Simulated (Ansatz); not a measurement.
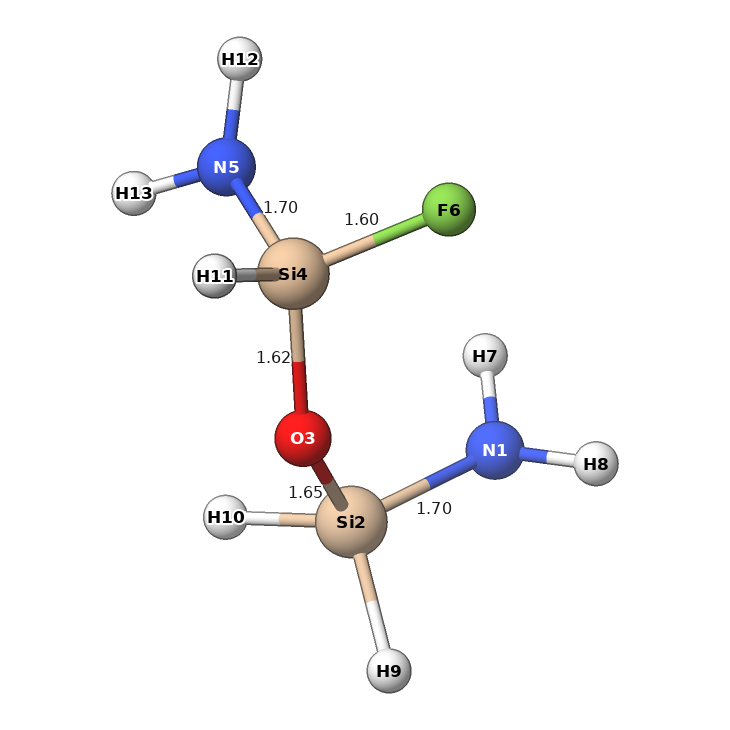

Bond lengths are marked in Å; every bond is drawn as one stick. The geometry was computed by an optimisation with PBE0-D4/def2-TZVP. No frequency run is at hand to confirm it as a minimum.

Which of the marked bonds are single, double, triple or aromatic?

Answer. N1–Si2 single; Si2–O3 single; O3–Si4 single; Si4–N5 single; Si4–F6 single.

Give the structure as SMILES.

Answer. N[SiH2]O[Si@H](N)F
